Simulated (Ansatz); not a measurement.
Run report: GaNH3Cl, geometry relaxation

- system: GaNH3Cl
- method: RKS PBE-D4/def2-SVP (Ansatz 0.2.0)

It belongs to a series of runs on one base structure; here: end point A relaxed. Figures and captions count atoms from 1; the log counts them from 0 in places.

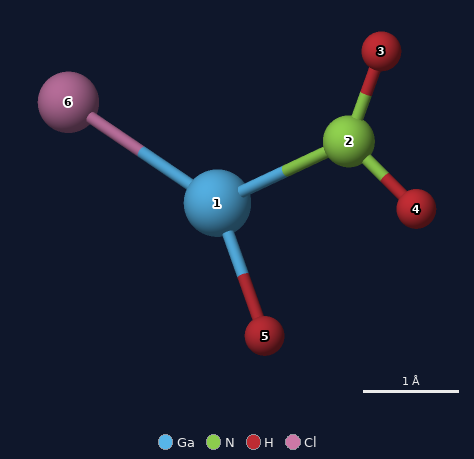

*The starting structure (ball-and-stick view, seen at a tilt; atoms are numbered from 1 in the order of the input). Sticks mark near contacts.*

**Input**
```yaml
crystal:
  periodic: [false, false, false]
  atoms:
    - { symbol: Ga, position_ang: [0.362782, 0.076648, -0.026673] }
    - { symbol: "N", position_ang: [0.964729, -0.122861, 1.73591] }
    - { symbol: H, position_ang: [0.470847, -0.167742, 2.632699] }
    - { symbol: H, position_ang: [1.940739, 0.163281, 1.848604] }
    - { symbol: H, position_ang: [1.86807, 0.08904, -0.390999] }
    - { symbol: Cl, position_ang: [-1.623966, -0.038366, -0.811842] }
basis:
  gaussian: { orbitals: def2-SVP }
hamiltonian:
  xc: pbe
  dispersion: d4
relax:
  f_tol: 0.03
  max_steps: 50
output:
  orbitals: {}
```

Machine: 1 thread of Arm Neoverse V1, 24 GiB of memory available, shared host.

Launched with:
```bash
ansatz run input.yaml --threads 1 --pin off --max-ram 2048MiB --backend cpu --events-out ev --progress --plain --runs-dir out
```

**Output**
```
The last accepted step is kept in [file] (removed where the run ends without a failure and the disk answers)
Engine: ansatz 0.2.0, aarch64-unknown-linux-gnu
Functional definition: PBE
  parameter kappa = 0.804
  parameter beta = 0.06672455060314922
  exchange = pbe_x(kappa = kappa, mu = beta*pi^2/3)
  correlation = pbe_c(beta = beta)
896 factors; their error is unknown
mean field evaluation 1: about -66403.8350 eV, gradient 7.2e1 eV
mean field evaluation 2: about -66334.1471 eV, gradient 1.5e2 eV
mean field evaluation 4: about -66413.5353 eV, gradient 1.7e1 eV
mean field evaluation 8: about -66414.0639 eV, gradient 9.6e-2 eV
mean field evaluation 16: about -66414.0166 eV, gradient 1.6e-5 eV
mean field -66414.01659003 eV, -2440.6700926464 hartree, gradient 1.6e-5 eV, S^2 0.000000; 0 other end points of the search recorded, 0 dependent functions left out
the calculation of the forces begins
reference -66414.01662524 eV, -2440.6700939404 hartree; 29, 29 occupied and 50, 50 virtual orbitals, 896 factors
relax step   1: F+E_penalty+E_count = -66414.12378482 eV  Δ(F+E_penalty+E_count) = +0.000e0 eV  max|allowed force component| = 1.447e0 eV/Å  Δτ_max = 0.0000 Å  (26 SCF iters, accepted)
these checks for a lower state are left out or cut short: starts, cluster_reference, orbital_swaps, neighbouring_geometries, increment
896 factors; their error is unknown
mean field -66414.35461236 eV, -2440.6825147378 hartree, gradient 9.2e-6 eV, S^2 0.000000; 0 other end points of the search recorded, 0 dependent functions left out
the calculation of the forces begins
reference -66414.35464790 eV, -2440.6825160440 hartree; 29, 29 occupied and 50, 50 virtual orbitals, 896 factors
relax step   2: F+E_penalty+E_count = -66414.46250225 eV  Δ(F+E_penalty+E_count) = -3.387e-1 eV  max|allowed force component| = 8.712e-1 eV/Å  Δτ_max = 0.1949 Å  (28 SCF iters, accepted)
these checks for a lower state are left out or cut short: starts, cluster_reference, orbital_swaps, neighbouring_geometries, increment
896 factors; their error is unknown
mean field -66414.53779528 eV, -2440.6892465860 hartree, gradient 1.3e-5 eV, S^2 0.000000; 0 other end points of the search recorded, 0 dependent functions left out
the calculation of the forces begins
reference -66414.53783083 eV, -2440.6892478923 hartree; 29, 29 occupied and 50, 50 virtual orbitals, 896 factors
relax step   3: F+E_penalty+E_count = -66414.64681308 eV  Δ(F+E_penalty+E_count) = -1.843e-1 eV  max|allowed force component| = 5.352e-1 eV/Å  Δτ_max = 0.1965 Å  (28 SCF iters, accepted)
these checks for a lower state are left out or cut short: starts, cluster_reference, orbital_swaps, neighbouring_geometries, increment
896 factors; their error is unknown
mean field evaluation 32: about -66414.5737 eV, gradient 7.3e0 eV
mean field -66414.61930412 eV, -2440.6922419804 hartree, gradient 2.3e-5 eV, S^2 0.000000; 0 other end points of the search recorded, 0 dependent functions left out
the calculation of the forces begins
reference -66414.61933990 eV, -2440.6922432954 hartree; 29, 29 occupied and 50, 50 virtual orbitals, 896 factors
relax step   4: F+E_penalty+E_count = -66414.72915113 eV  Δ(F+E_penalty+E_count) = -8.234e-2 eV  max|allowed force component| = 3.387e-1 eV/Å  Δτ_max = 0.1566 Å  (26 SCF iters, accepted)
these checks for a lower state are left out or cut short: starts, cluster_reference, orbital_swaps, neighbouring_geometries, increment
896 factors; their error is unknown
mean field -66414.65450841 eV, -2440.6935357143 hartree, gradient 2.2e-5 eV, S^2 0.000000; 0 other end points of the search recorded, 0 dependent functions left out
the calculation of the forces begins
reference -66414.65454409 eV, -2440.6935370255 hartree; 29, 29 occupied and 50, 50 virtual orbitals, 896 factors
relax step   5: F+E_penalty+E_count = -66414.76532871 eV  Δ(F+E_penalty+E_count) = -3.618e-2 eV  max|allowed force component| = 9.187e-1 eV/Å  Δτ_max = 0.1659 Å  (27 SCF iters, accepted)
these checks for a lower state are left out or cut short: starts, cluster_reference, orbital_swaps, neighbouring_geometries, increment
896 factors; their error is unknown
mean field -66414.67804344 eV, -2440.6944006109 hartree, gradient 2.1e-5 eV, S^2 0.000000; 0 other end points of the search recorded, 0 dependent functions left out
the calculation of the forces begins
reference -66414.67807892 eV, -2440.6944019145 hartree; 29, 29 occupied and 50, 50 virtual orbitals, 896 factors
relax step   6: F+E_penalty+E_count = -66414.78892235 eV  Δ(F+E_penalty+E_count) = -2.359e-2 eV  max|allowed force component| = 2.919e-1 eV/Å  Δτ_max = 0.1138 Å  (26 SCF iters, accepted)
these checks for a lower state are left out or cut short: starts, cluster_reference, orbital_swaps, neighbouring_geometries, increment
896 factors; their error is unknown
mean field -66414.68371029 eV, -2440.6946088638 hartree, gradient 2.3e-5 eV, S^2 0.000000; 0 other end points of the search recorded, 0 dependent functions left out
the calculation of the forces begins
reference -66414.68374570 eV, -2440.6946101651 hartree; 29, 29 occupied and 50, 50 virtual orbitals, 896 factors
relax step   7: F+E_penalty+E_count = -66414.79518571 eV  Δ(F+E_penalty+E_count) = -6.263e-3 eV  max|allowed force component| = 2.565e-1 eV/Å  Δτ_max = 0.0989 Å  (27 SCF iters, accepted)
these checks for a lower state are left out or cut short: starts, cluster_reference, orbital_swaps, neighbouring_geometries, increment
896 factors; their error is unknown
mean field evaluation 64: about -66414.6874 eV, gradient 5.7e-4 eV
mean field -66414.68743179 eV, -2440.6947456261 hartree, gradient 1.5e-5 eV, S^2 0.000000; 0 other end points of the search recorded, 0 dependent functions left out
the calculation of the forces begins
reference -66414.68746717 eV, -2440.6947469265 hartree; 29, 29 occupied and 50, 50 virtual orbitals, 896 factors
relax step   8: F+E_penalty+E_count = -66414.79913293 eV  Δ(F+E_penalty+E_count) = -3.947e-3 eV  max|allowed force component| = 1.798e-2 eV/Å  Δτ_max = 0.0512 Å  (26 SCF iters, accepted)
```

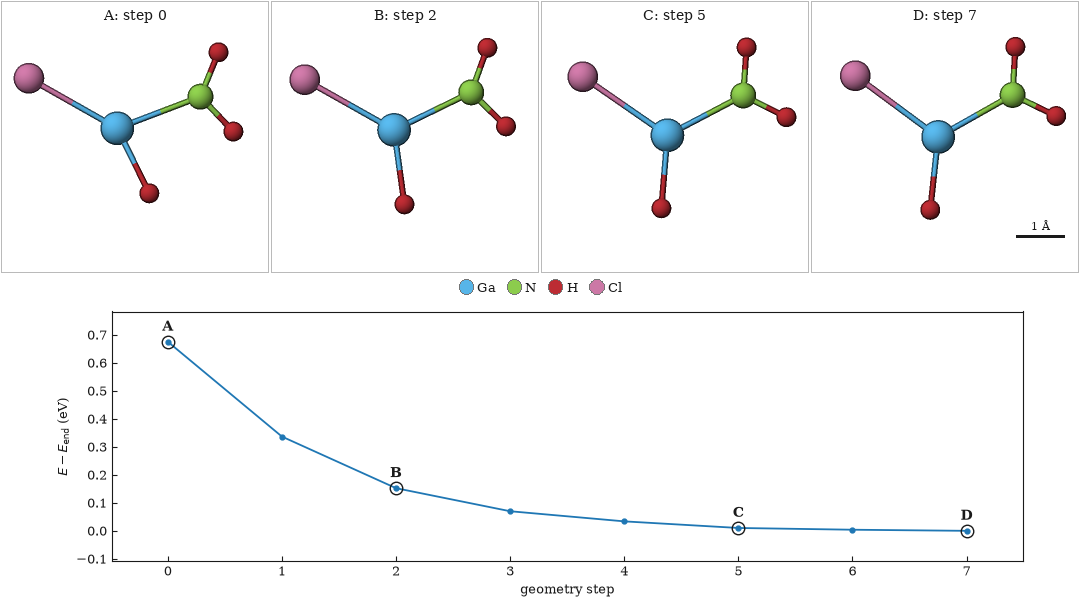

*Frames of the relaxation (ball-and-stick view, seen at a tilt) above the curves, on which the letters mark them (the first geometry is step 0 here and step 1 in the log).*

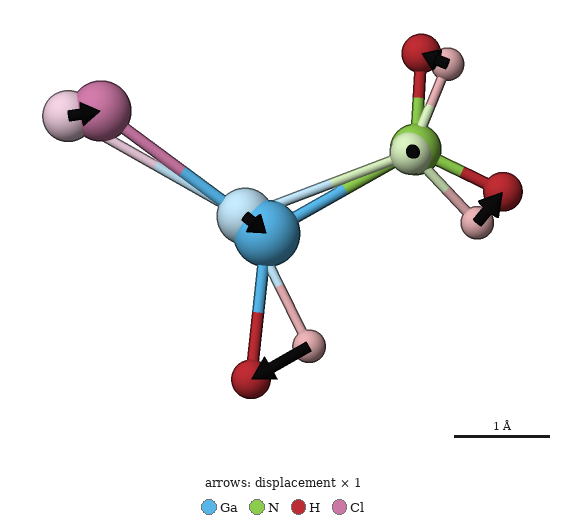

*Start (faint) and end (solid) with the displacements as black arrows, at true length (ball-and-stick view, seen at a tilt). The two geometries are laid on each other by the best rigid fit.*

After 7 geometry steps the energy has fallen by 0.675 eV. Largest force component: 1.4 eV/Å at the start, 0.018 eV/Å at the end. H5 moves most after the best rigid fit: 0.70 Å. By element the largest moves are H 0.70 Å, Cl 0.35 Å, Ga 0.30 Å, N 0.12 Å. Among the contacts that change: Ga1–N2 1.873 → 1.812 Å, Ga1–Cl6 2.139 → 2.171 Å, Ga1–H5 1.549 → 1.558 Å. Among the angles that change: N2–Ga1–H5 84.8° → 126.0°, H5–Ga1–Cl6 144.8° → 120.3°, N2–Ga1–Cl6 129.6° → 113.7°. (Atoms are counted from 1 in the order of the input.)

```
896 factors; their error is unknown
mean field -66414.68743179 eV, -2440.6947456261 hartree, gradient 1.4e-5 eV, S^2 0.000000; 1 other end points of the search recorded, 0 dependent functions left out
the calculation of the forces begins
reference -66414.68746717 eV, -2440.6947469265 hartree; 29, 29 occupied and 50, 50 virtual orbitals, 896 factors
Total energy: -66414.79916831 eV, -2440.6988518678 hartree
Atom 0 at     0.655954     0.043070     0.025568 Å, force     0.000026    -0.001636    -0.001636 eV/Å
Atom 1 at     0.949239    -0.026047     1.812595 Å, force     0.003245    -0.002770     0.011609 eV/Å
Atom 2 at     0.198930    -0.120437     2.499283 Å, force     0.000922    -0.001123    -0.017982 eV/Å
Atom 3 at     1.873409     0.004123     2.245404 Å, force    -0.004518     0.004712    -0.008476 eV/Å
Atom 4 at     1.747545     0.182322    -1.076789 Å, force     0.008498    -0.000536     0.008279 eV/Å
Atom 5 at    -1.441876    -0.083030    -0.518361 Å, force    -0.008173     0.001353     0.008206 eV/Å
Dipole moment:     0.422006     0.006212     0.373390 e Å
```

**Trajectory as extended XYZ (Å, eV, eV/Å), 8 frames, from step=1 to step=8**
```
6
Properties=species:S:1:pos:R:3:forces:R:3 step=1 energy=-66414.12379
Ga    0.3628    0.0766   -0.0267    1.0634  -0.1995   1.4473
N     0.9647   -0.1229    1.7359   -1.2729  -0.0115  -0.0424
H     0.4708   -0.1677    2.6327    0.0435   0.0444  -0.0041
H     1.9407    0.1633    1.8486    0.0022  -0.0208   0.0003
H     1.8681    0.0890   -0.3910    0.1692   0.1871  -1.4145
Cl   -1.6240   -0.0384   -0.8118   -0.0054   0.0003   0.0134
6
Properties=species:S:1:pos:R:3:forces:R:3 step=2 energy=-66414.46250
Ga    0.4173    0.0617    0.0115    0.8712  -0.1700   0.8455
N     0.9264   -0.1253    1.7803   -0.4038   0.0967  -0.3716
H     0.4318   -0.1560    2.6717   -0.1093   0.0455   0.0135
H     1.9111    0.1426    1.8880   -0.0957  -0.0957   0.1563
H     1.8781    0.1161   -0.5838   -0.3331   0.1175  -0.6860
Cl   -1.5816   -0.0392   -0.7800    0.0707   0.0061   0.0423
6
Properties=species:S:1:pos:R:3:forces:R:3 step=3 energy=-66414.64681
Ga    0.4857    0.0405    0.0555    0.5352  -0.0089  -0.2758
N     0.9006   -0.1139    1.8103    0.3031   0.0977   0.0374
H     0.3744   -0.1313    2.6817   -0.1507   0.0168  -0.0034
H     1.8971    0.0968    1.9524   -0.2060  -0.1130   0.2581
H     1.8469    0.1542   -0.7740   -0.5165   0.0123  -0.0790
Cl   -1.5215   -0.0463   -0.7382    0.0348  -0.0049   0.0629
6
Properties=species:S:1:pos:R:3:forces:R:3 step=4 energy=-66414.72915
Ga    0.5516    0.0311    0.0474    0.1218  -0.0359   0.1672
N     0.9096   -0.0654    1.8264    0.1908   0.0533   0.1283
H     0.3260   -0.1935    2.6612    0.0382   0.0970  -0.3387
H     1.8913    0.1277    2.0623   -0.2247  -0.1303   0.1491
H     1.7741    0.1263   -0.9099    0.0164   0.0527  -0.1415
Cl   -1.4694   -0.0262   -0.6998   -0.1424  -0.0366   0.0356
6
Properties=species:S:1:pos:R:3:forces:R:3 step=5 energy=-66414.76533
Ga    0.6202    0.0413    0.0338   -0.1599  -0.0121   0.0568
N     0.9098   -0.0237    1.8230    0.8575  -0.0072   0.5093
H     0.2426   -0.1079    2.6042    0.1990   0.0188  -0.4397
H     1.9018   -0.0115    2.1519   -0.9187  -0.0006  -0.1422
H     1.7574    0.1897   -1.0184    0.0332  -0.0056  -0.0083
Cl   -1.4487   -0.0879   -0.6069   -0.0110   0.0068   0.0242
6
Properties=species:S:1:pos:R:3:forces:R:3 step=6 energy=-66414.78892
Ga    0.6214    0.0268    0.0341    0.2047   0.0676  -0.0354
N     0.9682   -0.0460    1.8129   -0.2919  -0.0319   0.0547
H     0.2250   -0.1442    2.5077    0.0338   0.0185   0.0166
H     1.8873    0.0536    2.2442    0.0505  -0.0173  -0.0711
H     1.7410    0.1670   -1.0401   -0.0012  -0.0063  -0.0545
Cl   -1.4597   -0.0572   -0.5711    0.0041  -0.0306   0.0897
6
Properties=species:S:1:pos:R:3:forces:R:3 step=7 energy=-66414.79519
Ga    0.6548    0.0596    0.0308   -0.0768  -0.0756   0.0624
N     0.9456    0.0014    1.8233   -0.0570   0.0171  -0.2565
H     0.1985   -0.1008    2.5107    0.0089  -0.0225   0.0305
H     1.8793   -0.0435    2.2277    0.0572   0.0272   0.1135
H     1.7454    0.1894   -1.0735    0.0189   0.0172   0.0163
Cl   -1.4404   -0.1062   -0.5313    0.0487   0.0367   0.0338
6
Properties=species:S:1:pos:R:3:forces:R:3 step=8 energy=-66414.79913
Ga    0.6560    0.0431    0.0256    0.0000  -0.0016  -0.0016
N     0.9492   -0.0260    1.8126    0.0032  -0.0028   0.0116
H     0.1989   -0.1204    2.4993    0.0009  -0.0011  -0.0180
H     1.8734    0.0041    2.2454   -0.0045   0.0047  -0.0085
H     1.7475    0.1823   -1.0768    0.0085  -0.0005   0.0083
Cl   -1.4419   -0.0830   -0.5184   -0.0082   0.0014   0.0082
```

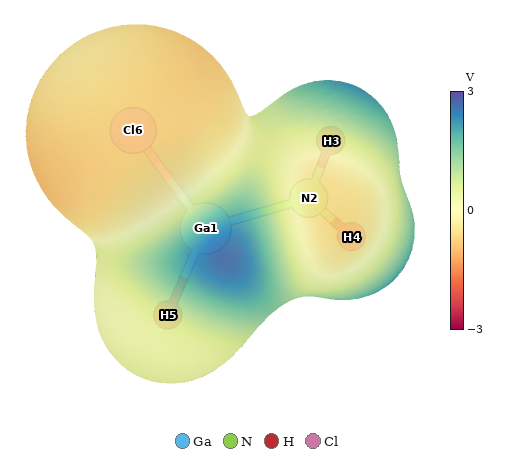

*The molecular electrostatic potential painted on the density surface at 0.004 e/bohr³, seen at a tilt; red is negative and blue positive.*

A positive charge is drawn to the negative regions and a negative charge to the positive ones.

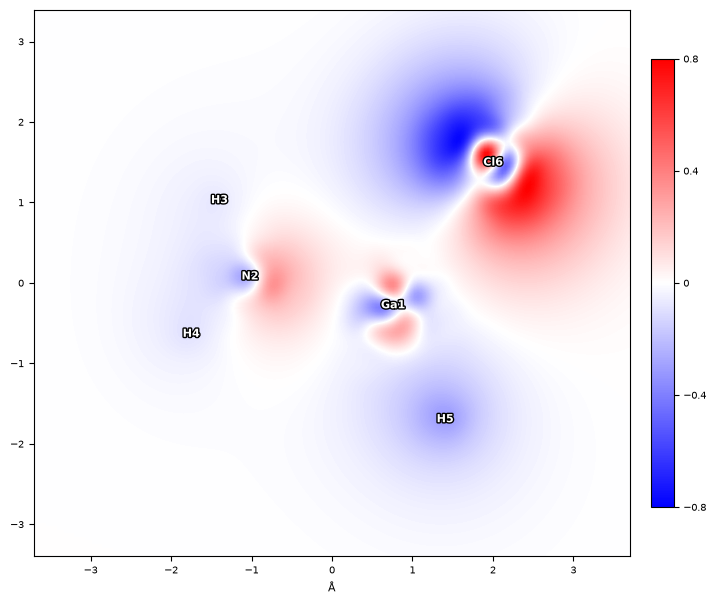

*The HOMO−1 on the molecular plane (values in Å⁻³ᐟ²; the overall sign is arbitrary).*

Its energy is −6.95 eV.

**Key numbers**

| quantity | value |
| --- | --- |
| outcome | converged |
| total energy | −66414.7992 eV |
| mean-field energy | −66414.6875 eV |
| largest force (length of the vector) at the end | 0.018 eV/Å |
| wall time | 19 s |
| peak memory | 0.14 GiB |
